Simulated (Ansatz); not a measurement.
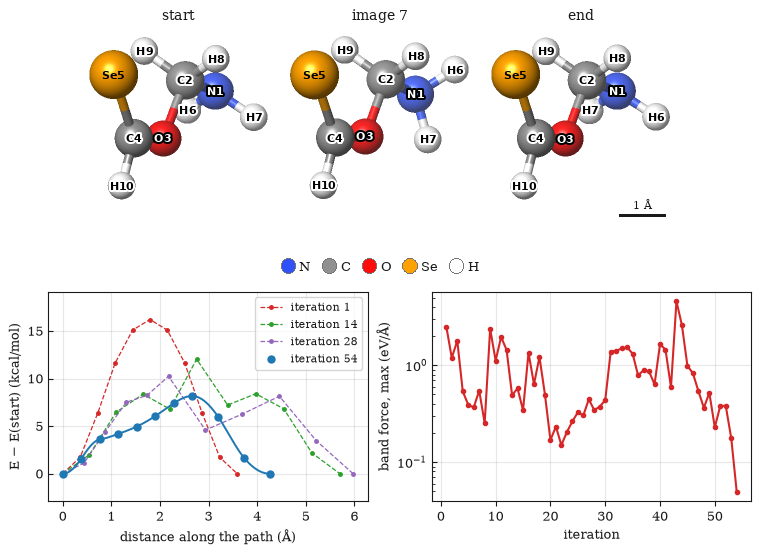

A search for the minimum-energy path of C$_{2}$H$_{5}$NOSe by the nudged elastic band. Images are numbered from 0 (start) to 10 (end). The plot follows the band through its iterations. A ball-and-stick model, seen from a free direction.

Level of theory: RKS B3LYP/def2-SVP in Ansatz 0.2.0.

Input
```yaml
crystal:
  periodic: [false, false, false]
  atoms:
    - { symbol: "N", position_ang: [-0.026696, 1.14703, 1.432997] }
    - { symbol: C, position_ang: [-0.249615, 0.605669, 0.156281] }
    - { symbol: O, position_ang: [0.384941, -0.72327, 0.020734] }
    - { symbol: C, position_ang: [0.29585, -1.393624, -1.104482] }
    - { symbol: Se, position_ang: [-0.526372, -0.941204, -2.622943] }
    - { symbol: H, position_ang: [0.957491, 1.312992, 1.632674] }
    - { symbol: H, position_ang: [-0.433941, 0.590945, 2.181975] }
    - { symbol: H, position_ang: [-1.321724, 0.463643, -0.047405] }
    - { symbol: H, position_ang: [0.174712, 1.238895, -0.637423] }
    - { symbol: H, position_ang: [0.828554, -2.352175, -1.009509] }
basis:
  gaussian: { orbitals: def2-SVP }
hamiltonian:
  xc: b3lyp
neb:
  order_check: false
  images: 9
  f_tol: 0.05
  max_iterations: 59
  initial_path: idpp
  final_atoms:
    - { symbol: "N", position_ang: [-0.02793808, 1.14645412, 1.43345124] }
    - { symbol: C, position_ang: [-0.24781125, 0.60664126, 0.15547681] }
    - { symbol: O, position_ang: [0.38781157, -0.72163472, 0.01972686] }
    - { symbol: C, position_ang: [0.29579873, -1.39364937, -1.10418635] }
    - { symbol: Se, position_ang: [-0.53152359, -0.94388967, -2.62087729] }
    - { symbol: H, position_ang: [-0.43699398, 0.58919692, 2.18055146] }
    - { symbol: H, position_ang: [0.95581111, 1.31178943, 1.63576186] }
    - { symbol: H, position_ang: [-1.31940702, 0.46444327, -0.05071955] }
    - { symbol: H, position_ang: [0.17796775, 1.2412111, -0.63641591] }
    - { symbol: H, position_ang: [0.82948477, -2.35166134, -1.00987014] }
```

Launched with:
```bash
ansatz run input.yaml --threads 2 --pin off --max-ram 3072MiB --backend cpu --events-out ev --progress --plain --runs-dir out
```

> How did the profile develop, and is the result final?

The result is final at these settings. The band converged in 54 iterations. The largest component of the band force went from 2.5 to 0.049 eV/Å. The climbing image converged on the top of the path. Its vibrational analysis gives one imaginary mode (356i cm⁻¹), as a transition state must have. The first iteration put the highest image at 16.2 kcal/mol. The two ends have the same energy, and the highest point, image 7, lies 8.2 kcal/mol above the start.

The run took 14 min on 2 threads of Intel(R) Xeon(R) 6975P-C (Granite Rapids), with other jobs on the host, peak memory 0.3 GiB.
